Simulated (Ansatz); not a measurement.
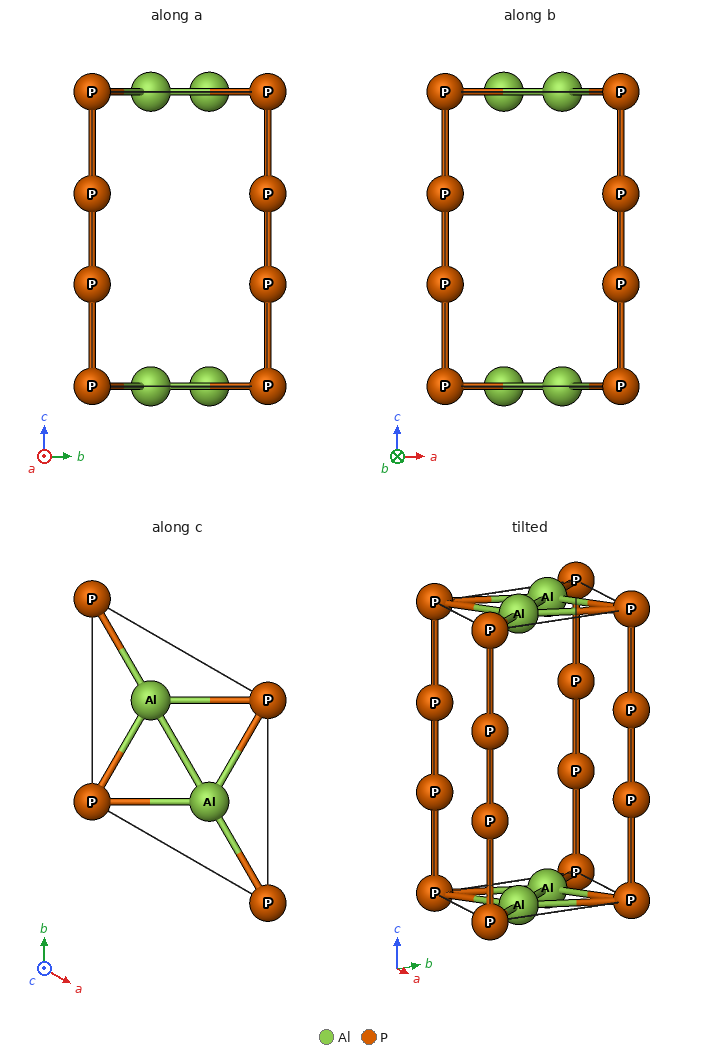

The figure gives a ball-and-stick picture of the atoms, viewed along the a axis, along the b axis, along the c axis and slightly off an axis. The conventional unit cell is drawn as a box.

Lattice parameters: a = 4.5994 Å, b = 4.5994 Å, c = 6.6788 Å, α = 90.000°, β = 90.000°, γ = 120.000°.

### Transcribe the picture into a CIF in P1 with every atom of the cell, with free fractional coordinates to two decimals.

```cif
data_structure
_symmetry_space_group_name_H-M 'P 1'
_symmetry_Int_Tables_number 1
_cell_length_a 4.5994
_cell_length_b 4.5994
_cell_length_c 6.6788
_cell_angle_alpha 90.000
_cell_angle_beta 90.000
_cell_angle_gamma 120.000
_cell_volume 122.36
loop_
_atom_site_label
_atom_site_type_symbol
_atom_site_fract_x
_atom_site_fract_y
_atom_site_fract_z
_atom_site_occupancy
Al1 Al 0.3333 0.6667 0.00 1
Al2 Al 0.6667 0.3333 0.00 1
P1 P 0.00 0.00 0.35 1
P2 P 0.00 0.00 0.65 1
P3 P 0.00 0.00 0.00 1
```

The cell started as a random cell made by a generator, so it need not be a real form of the compound. The picture shows the end point of a geometry optimisation with DFT PBE, scalar-relativistic, plane waves, PAW (Ansatz).
